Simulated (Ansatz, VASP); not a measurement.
# Cross-check of SnSe2 between VASP and Ansatz, part 2 of 2

Aim: how closely do two programs agree when they are given the same cell, functional and k mesh? The start cell is built, not measured: As first built, before any earlier steps moved the atoms (in the runner's words): it takes the SnS2 structure with some of its atoms replaced by other elements, volume scaled by an estimate. The cell is taken from a series of VASP runs on this material, whose earlier steps may have relaxed, scaled or displaced it; both programs get it as it stands. Valence electrons are named where the data sets of a main pair hold unlike numbers.

VASP 6.6.1 and Ansatz 0.2.0.

So far. Step 2 (VASP: single point, LDA): The run ends at a pressure of 0.01 GPa, with forces up to 0.0051 eV/Å. Step 3 (Ansatz: single point, LDA): The run ends at a pressure of -0.14 GPa, with forces up to 0.028 eV/Å.

**6. VASP: band structure, LDA**

Level of this step: LDA; plane waves and PAW (Sn_d, Se) (VASP).

The same cell, functional (in two slightly different forms), mesh and smearing now go to VASP, with its own data sets.

File INCAR:

```
SYSTEM = SnSe2
PREC = Accurate
ENCUT = 400
EDIFF = 1E-06
NELM = 100
ISMEAR = -1
SIGMA = 0.05
LREAL = .FALSE.
ALGO = Normal
GGA = CA
NBANDS = 26
LORBIT = 11
LWAVE = .FALSE.
LCHARG = .FALSE.
```

File POSCAR:

```
SnSe2
1.0
    3.8057682121      0.0000000000      0.0000000000
   -1.9028841061      3.2958923627      0.0000000000
    0.0000000000      0.0000000000      5.8675203472
Sn Se
1 2
Direct
    0.0000000000      0.0000000000      0.0000000000
    0.3333333300      0.6666666700      0.2688697935
    0.6666666700      0.3333333300      0.7311302065
```

File KPOINTS:

```
Automatic mesh
0
Gamma
7 7 4
0 0 0
```

File KPOINTS_OPT:

```
Line mode
16
Line-mode
Reciprocal
  0.00000000   0.00000000   0.00000000 GAMMA
  0.50000000   0.00000000   0.00000000 M

  0.50000000   0.00000000   0.00000000 M
  0.33333333   0.33333333   0.00000000 K

  0.33333333   0.33333333   0.00000000 K
  0.00000000   0.00000000   0.00000000 GAMMA

  0.00000000   0.00000000   0.00000000 GAMMA
  0.00000000   0.00000000   0.50000000 A

  0.00000000   0.00000000   0.50000000 A
  0.50000000   0.00000000   0.50000000 L

  0.50000000   0.00000000   0.50000000 L
  0.33333333   0.33333333   0.50000000 H

  0.33333333   0.33333333   0.50000000 H
  0.00000000   0.00000000   0.50000000 A

  0.50000000   0.00000000   0.50000000 L
  0.50000000   0.00000000   0.00000000 M

  0.33333333   0.33333333   0.00000000 K
  0.33333333   0.33333333   0.50000000 H
```

PAW data sets: Sn_d and Se (LDA family, release 64).

The run is started by

```console
$ mpirun -np 1 vasp_std
```

Numbers of over 12 decimals in the logs are rounded to 6 here.

Log:

```text
[... set-up lines as in an earlier step ...]
 entering main loop
       N       E                     dE             d eps       ncg     rms          rms(c)
DAV:   1     0.188744681592E+03    0.18874E+03   -0.98566E+03  1578   0.971E+02
DAV:   2     0.946211930112E+01   -0.17928E+03   -0.16852E+03  1546   0.313E+02
DAV:   3    -0.133211806150E+02   -0.22783E+02   -0.22434E+02  1788   0.899E+01
DAV:   4    -0.140586425605E+02   -0.73746E+00   -0.73664E+00  1732   0.175E+01
[...]
DAV:  10    -0.137891117167E+02    0.40195E-05   -0.84989E-05  1736   0.464E-02    0.258E-02
DAV:  11    -0.137891133981E+02   -0.16814E-05   -0.62491E-06  1710   0.159E-02    0.367E-03
DAV:  12    -0.137891132692E+02    0.12882E-06   -0.56609E-07   940   0.446E-03
   1 F= -.13789113E+02 E0= -.13788705E+02  d E =-.815793E-03
 Start KPOINTS_OPT (optional k-point list driver)
k-point batch [1-28\144]
       N       E                     dE             ncg
DAV:   1     0.771864102250E+03   -0.13851E+05     1558
DAV:   2    -0.422815266452E+04   -0.50000E+04     1520
DAV:   3    -0.485180461469E+04   -0.62365E+03     1754
DAV:   4    -0.487186313208E+04   -0.20059E+02     1806
DAV:   5    -0.487230645287E+04   -0.44332E+00     1940
DAV:   6    -0.487231810288E+04   -0.11650E-01     1878
DAV:   7    -0.487231866789E+04   -0.56501E-03     2190
DAV:   8    -0.487231867307E+04   -0.51782E-05     1472
DAV:   9    -0.487231867325E+04   -0.18440E-06     1336
[...]
k-point batch [141-144\144]
       N       E                     dE             ncg
DAV:   1     0.191584671696E+05   -0.31607E+04      208
DAV:   2     0.184416954070E+05   -0.71677E+03      224
DAV:   3     0.183562601973E+05   -0.85435E+02      256
DAV:   4     0.183537583191E+05   -0.25019E+01      248
DAV:   5     0.183537024357E+05   -0.55883E-01      288
DAV:   6     0.183537005604E+05   -0.18753E-02      278
DAV:   7     0.183537005079E+05   -0.52431E-04      296
DAV:   8     0.183537005072E+05   -0.78911E-06      220
```

OUTCAR, selected parts (step 6):

```text
  Total        0.0048816      0.0048816      0.0041713     -0.0000000      0.0000000     -0.0000000
  in kB        0.1062691      0.1062691      0.0908062     -0.0000000      0.0000000     -0.0000000
  external PRESSURE =       0.1011148 kB  Pullay stress =       0.0000000 kB

 POSITION                                       TOTAL-FORCE (eV/Angst)
 -----------------------------------------------------------------------------------
      0.00000      0.00000      0.00000        -0.000000      0.000000      0.000000
     -0.00000      2.19726      1.57760         0.000000      0.000000     -0.004798
      1.90288      1.09863      4.28992         0.000000     -0.000000      0.004798
 -----------------------------------------------------------------------------------
    total drift:                               -0.000000     -0.000000      0.000000

  FREE ENERGIE OF THE ION-ELECTRON SYSTEM (eV)
  ---------------------------------------------------
  free  energy   TOTEN  =       -13.7891132692 eV

  energy  without entropy=      -13.7882974763  energy(sigma->0) =      -13.78870537

[... 1 part as in an earlier step ...]

[... 2 further parts left out ...]
[key lines of the parts left out:]
E-fermi :   5.0617
```

The run ends at a pressure of 0.01 GPa, with forces up to 0.0048 eV/Å.

**7. Comparison**

What differs besides the data sets and the points named for the pairs above, as far as they apply: the data sets hold 46 valence electrons in Ansatz (on its default PAW (the set named soft_2) files) and 26 in VASP. Total energies have different zeros and are not compared.

Both answers:

```
                     quantity  Ansatz   VASP  difference
               pressure (GPa)   -0.14   0.01       -0.15
gap over the path points (eV)   0.238  0.247      -0.009
```

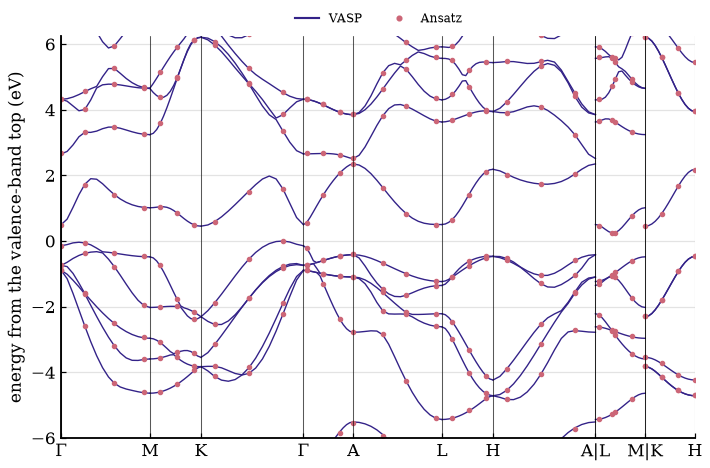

Bands from VASP (lines) and levels from Ansatz (dots). Dots without a line are higher empty bands that the VASP plot leaves out.

Levels at points of the path, from each program's valence-band top (eV; 4 filled, then empty):

```
k (reciprocal lattice)                                  Ansatz                                    VASP
     0.000 0.000 0.000  -0.89 -0.73 -0.73 -0.15 0.48 2.67 4.33  -0.90 -0.74 -0.74 -0.14 0.50 2.65 4.32
     0.133 0.000 0.000  -1.61 -1.59 -0.37 -0.06 1.71 3.32 4.01  -1.61 -1.60 -0.38 -0.06 1.73 3.31 4.01
     0.300 0.000 0.000  -3.19 -2.50 -0.78 -0.36 1.41 3.48 4.79  -3.19 -2.52 -0.78 -0.37 1.41 3.47 4.78
     0.467 0.000 0.000  -3.60 -2.94 -1.96 -0.47 1.02 3.26 4.67  -3.61 -2.95 -1.97 -0.48 1.02 3.25 4.66
     0.467 0.067 0.000  -3.55 -3.08 -2.01 -0.74 1.04 3.58 4.40  -3.56 -3.09 -2.01 -0.75 1.04 3.57 4.38
     0.411 0.178 0.000  -3.54 -3.39 -1.99 -1.77 0.84 4.96 5.00  -3.55 -3.40 -2.00 -1.78 0.85 4.95 4.97
     0.356 0.289 0.000  -3.80 -3.42 -2.38 -2.16 0.48 6.13 6.13  -3.81 -3.43 -2.39 -2.17 0.49 6.12 6.13
     0.289 0.289 0.000  -3.81 -3.14 -2.53 -1.88 0.58 5.98 6.08  -3.82 -3.15 -2.54 -1.88 0.59 5.97 6.08
     0.178 0.178 0.000  -3.85 -1.74 -1.74 -0.55 1.51 4.79 4.81  -3.86 -1.75 -1.74 -0.55 1.52 4.79 4.80
     0.067 0.067 0.000   -1.89 -0.81 -0.77 0.00 1.57 3.36 3.86   -1.90 -0.82 -0.78 0.00 1.59 3.35 3.85
```

At this near-relaxed geometry the largest component of a force difference is 23 meV/Å. Among the levels compared at these points, filled levels agree within 14 meV and empty ones within 21 meV. Ansatz's pressure holds a Pulay correction of 0.05 GPa; VASP's holds none.

**8. Outcome**

- difference in gap on the k mesh (single point, LDA): -0.0064 eV
- r.m.s. force difference (single point, LDA): 11 meV/Å
- largest difference of a filled level at the path points (band structure, LDA): 14 meV
- r.m.s. force difference (band structure, LDA): 11 meV/Å

The r.m.s. force difference is 11 meV/Å (band structure, LDA), within the 12 meV/Å picked in this series as the mark of a large difference. The data sets hold unlike numbers of valence electrons (46 in Ansatz and 26 in VASP), so part of the differences comes from the potentials. How closely two codes agree says nothing of how well the functional describes the real material.

[Lines on the potential files, build, host, timing and source positions are cut from VASP's logs without a mark.]

[Logs are printed without paths, hosts, clocks, repeated set-up lines and the standing remarks that a program may print on its own settings, such as how far it seeks lower states.]

[Hosts, paths, dates, database ids (printed as entryN), source tags and the programs' standing remarks are cut or masked in the printed files.]
